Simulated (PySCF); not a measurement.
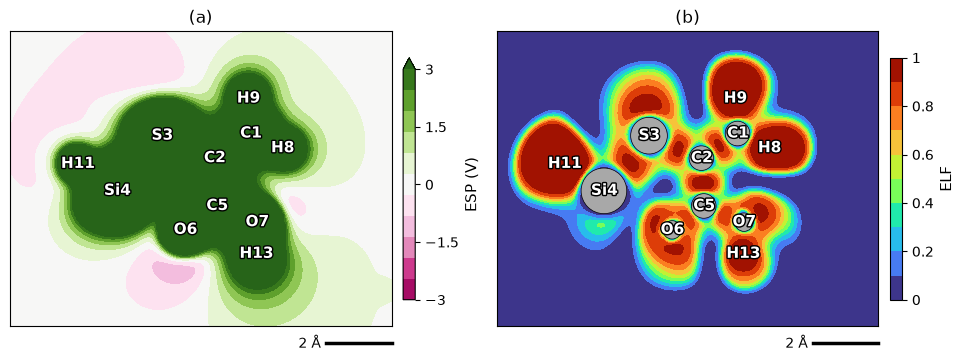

C$_{3}$H$_{6}$O$_{2}$SSi (SMILES C=C(S[SiH3])C(=O)O). (a) molecular electrostatic potential; (b) electron localisation function on the plane of atoms O6, C5 and O7. Grey discs cover the atomic cores in the ELF map.

Geometry: GFN2-xTB.

Level of theory: PySCF 2.14.0, wB97X-D/def2-SVPD, SCF density, gas phase.

```tsv
atom	x (Å)	y (Å)	z (Å)
C	-1.7529	1.3943	-0.5968
C	-0.6647	0.6988	-0.2382
S	0.8698	1.4635	0.0984
Si	2.2519	-0.1531	0.5970
C	-0.7013	-0.7618	-0.1022
O	0.2516	-1.4415	0.2262
O	-1.8789	-1.3171	-0.3685
H	-2.6865	0.9001	-0.7969
H	-1.7107	2.4640	-0.6902
H	2.5180	-0.9634	-0.5780
H	3.4101	0.7256	0.7978
H	1.9145	-0.7284	1.8864
H	-1.8252	-2.2803	-0.2529
```

> Describe what can be read from this map.

The section cuts through C, S, Si, O and H sites. C–O (1.22 Å): the ELF peaks at about 0.85 between the atoms: a short, multiple covalent bond. C–C (1.34 Å): the ELF peaks at about 0.95 between the atoms: a multiple bond. C–S (1.75 Å): the ELF peaks at about 0.95 between the atoms (localised, covalent bonding). Si–S (2.18 Å): the ELF peaks at about 0.95 between the atoms: a covalent bond. O–H (0.97 Å): the ELF climbs to about 1 towards the hydrogen, as it does in any bond to H (an ordinary covalent bond to hydrogen). The ELF also peaks beside O6, O7 and S3, away from the bonds: lone-pair regions. Outside the dense part of the molecule the potential is most negative (−1.2 V) near O6.
